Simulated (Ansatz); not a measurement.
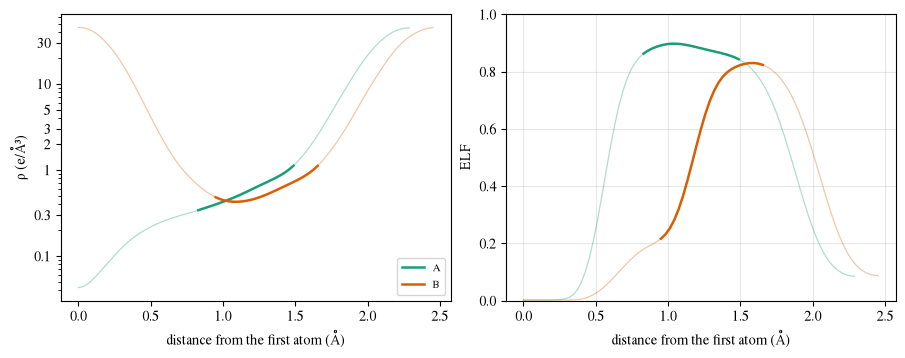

Be2Zn3Se5. Valence charge density (pseudo) and ELF along straight lines between neighbouring atoms. Thin, pale parts lie inside the atomic spheres.

Space group I-4m2; a structure generated by program, which may or may not match a known phase.

Computed with DFT PBE, scalar-relativistic, plane waves, PAW (Ansatz 0.2.0).

Core electrons are frozen (PAW), and the valence fields are smoothed inside the atomic spheres.

The calculation's input:

```
crystal:
  lattice:
    - [-1.9389869664, 1.9389869664, 13.920825882]
    - [1.9389869664, -1.9389869664, 13.920825882]
    - [1.9389869664, 1.9389869664, -13.920825882]
  atoms:
    - { symbol: Be, position: [0.5980324577, 0.5980324577, 0.0] }
    - { symbol: Be, position: [0.4019675423, 0.4019675423, 0.0] }
    - { symbol: Zn, position: [0.0, 0.0, 0.0] }
    - { symbol: Zn, position: [0.1961510565, 0.1961510565, 0.0] }
    - { symbol: Zn, position: [0.8038489435, 0.8038489435, 0.0] }
    - { symbol: Se, position: [0.5543025247, 0.0543025247, 0.5] }
    - { symbol: Se, position: [0.1417775953, 0.6417775953, 0.5] }
    - { symbol: Se, position: [0.75, 0.25, 0.5] }
    - { symbol: Se, position: [0.3582224047, 0.8582224047, 0.5] }
    - { symbol: Se, position: [0.9456974753, 0.4456974753, 0.5] }
basis:
  ecutwfc: 420
kpoints:
  mp_grid: { grid: [10, 10, 10] }
hamiltonian:
  xc: pbe
scf:
  occupations: { method: gaussian, width: 0.02 }
output:
  forces: true
  stress: true
  eigenvalues: true
  write_density: true
  write_potential: true
  elf: true
  volumetric_format: npy
relax:
  adjacent_minimum: "off"
  f_tol: 0.01
  max_steps: 80
  cell: { stress_tol: 0.05 }
```

Command:

```sh
ansatz run input.yaml --threads 4 --pin off --max-ram 8192MiB --backend cpu --events-out ev --progress --plain --runs-dir out
```

Below, planes, directions and counts refer to the conventional cell (a = 3.88 Å, b = 3.88 Å, c = 27.85 Å, α = 90.00°, β = 90.00°, γ = 90.00°).

The fields are those of the run's last geometry, not of the input's.

> Which curve belongs to which contact (Be–Se and Zn–Se)? The first atom named is at distance zero.

Curve A: Be–Se (2.29 Å): ρ at the midpoint is about 0.54 e/Å³; the ELF peaks at about 0.90 between the atoms: a polar covalent bond. Curve B: Zn–Se (2.45 Å): ρ at the midpoint is about 0.47 e/Å³; the ELF is about 0.60 at the midpoint.
